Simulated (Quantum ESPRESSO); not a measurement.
# Voltage at the next charge: W(110), 4 layers, one monolayer of O on longbridge sites against an electrode

Method. Quantum ESPRESSO 7.5, PBE, GBRV ultrasoft; ESM with bc3, a metal electrode 5.17 Å above the top atoms; cell area 7.061 Å²; ions fixed. V is the potential energy of an electron at the electrode over the slab's Fermi level, divided by e, so that it equals the work function at zero charge; positive charge removes electrons.

```tsv
charge (e a cell)	V (V)
0	5.832
0.0106	7.104
0.0212	8.382
```

**Question.** What is V at a charge of 0.0424 e, and what capacitance do the rows imply?

**Worked estimate.** The last two rows give dV/dq = (8.382 − 7.104)/(0.0212 − 0.0106) = 120.6 V/e, so C = 1602/(7.061 × 120.6) = 1.88 µF/cm², an effective gap of 8.854/1.88 = 4.70 Å. At constant C, V = 8.382 + 120.6 × 0.0212 = 10.94 V.

**Check.** V = 10.945 V; the estimate misses by −0.01 V, 0.3 % of the step. Over the three intervals C goes 1.89, 1.88 and 1.88 µF/cm².

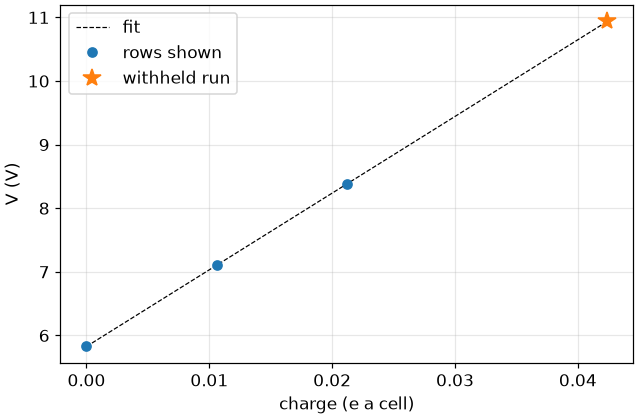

The rows shown, the fit and the withheld run.

**Limits.** Vacuum fills the gap; a dielectric or electrolyte would change C. The slab is thin.

[Logs are printed without paths, hosts, clocks, repeated set-up lines and the standing remarks that a program may print on its own settings, such as how far it seeks lower states.]
